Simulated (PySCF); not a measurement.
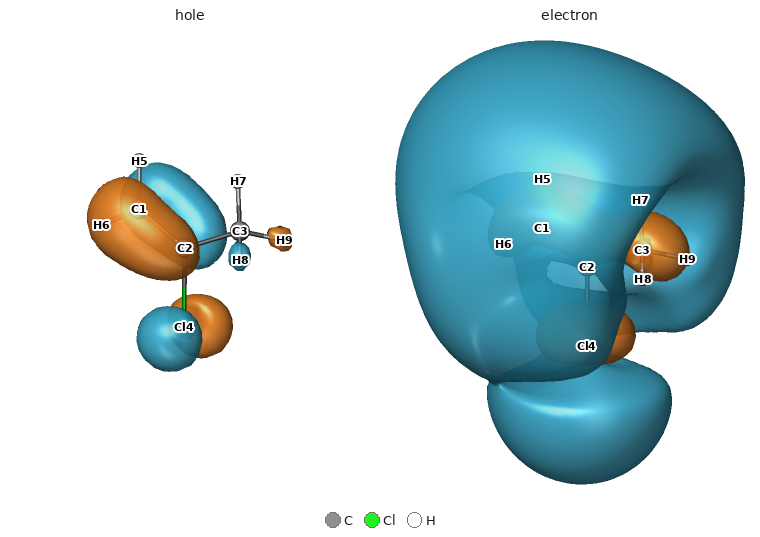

Figure. C3H5Cl, SMILES `C=C(C)Cl`. Leading natural transition orbital pair of S₂ (TDHF singlet states); the surfaces enclose about 70 % of each orbital's density.

Computed with PySCF, HF/6-311+G**, geometry: GFN2-xTB. No frequency check shows the geometry to be a minimum. GFN2-xTB bond lengths at metals and heavier atoms can be off by up to 0.1 Å and shapes distorted, which carries into these values.

Input

```python
import numpy as np
from pyscf import gto, scf, dft, tdscf
from pyscf.scf import atom_ks, atom_hf
from scipy.linalg import block_diag

def solve(mol, dm0=None, hcore=None):
    mf = scf.UHF(mol) if mol.spin else scf.RHF(mol)
    mf = mf.density_fit(auxbasis='def2-universal-jkfit')
    mf.conv_tol, mf.max_cycle = 1e-8, 80
    if hcore is not None:
        mf.get_hcore = lambda *args: hcore
    mf.kernel(dm0)
    if not mf.converged:
        mf = mf.newton().run(mf.mo_coeff, mf.mo_occ, max_cycle=30)
    assert mf.converged, 'SCF not converged'
    return mf

mol = gto.M(atom='''
C     -0.94310    -1.35442     0.00014
C     -0.43348    -0.13658    -0.00014
C     -1.19960     1.14123    -0.00026
Cl     1.29140     0.08438    -0.00001
H     -2.00872    -1.50085    -0.00011
H     -0.32793    -2.23592     0.00026
H     -2.26715     0.93902     0.00199
H     -0.94485     1.73204     0.87975
H     -0.94815     1.72994    -0.88005
''', basis='6-311+g**', charge=0, spin=0, verbose=4)
mf = solve(mol)
td = mf.TDHF()
td.nstates, td.singlet, td.conv_tol = 4, True, 1e-5
td.kernel()
td.analyze()
x, y = np.array([p[0] for p in td.xy]), np.array([p[1] + 0 * p[0] for p in td.xy])
f, mu = td.oscillator_strength(), td.transition_dipole()
nto = [td.get_nto(state=i + 1, verbose=4) for i in range(len(td.e))]
# spherically averaged free atoms, for the promolecule
atm = scf.atom_hf.get_atm_nrhf(mol)
pro = block_diag(*[(atm[a[0]][2] * atm[a[0]][3]) @ atm[a[0]][2].T for a in mol._atom])
np.savez('result.npz', e=td.e, f=f, ok=td.converged, w=[n[0] for n in nto], nto=[n[1] for n in nto], x=x, y=y, c=mf.mo_coeff, occ=mf.mo_occ, eps=mf.mo_energy, pro=pro, mu=mu)
```

Command:

```sh
OMP_NUM_THREADS=1 python input.py
```

The run took 110 s on 1 thread of Intel(R) Xeon(R) Platinum 8259CL CPU @ 2.50GHz (Skylake/Cascade Lake), with other jobs on the host, peak memory 0.35 GiB.

**Give its energy and the atoms that hole and electron lie on.**

7.27 eV (170 nm), f = 0.014, diffuse (Rydberg-like) orbital; the leading pair carries 98 %; hole on C1 (38 %), C2 (27 %) and Cl4 (22 %), electron on C1 (28 %), C2 (17 %) and Cl4 (17 %) (atom shares of so diffuse an orbital are rough); their centroids lie 0.8 Å apart. In canonical orbitals it is mainly HOMO → LUMO (76 %). The HOMO–LUMO gap is 11.70 eV.
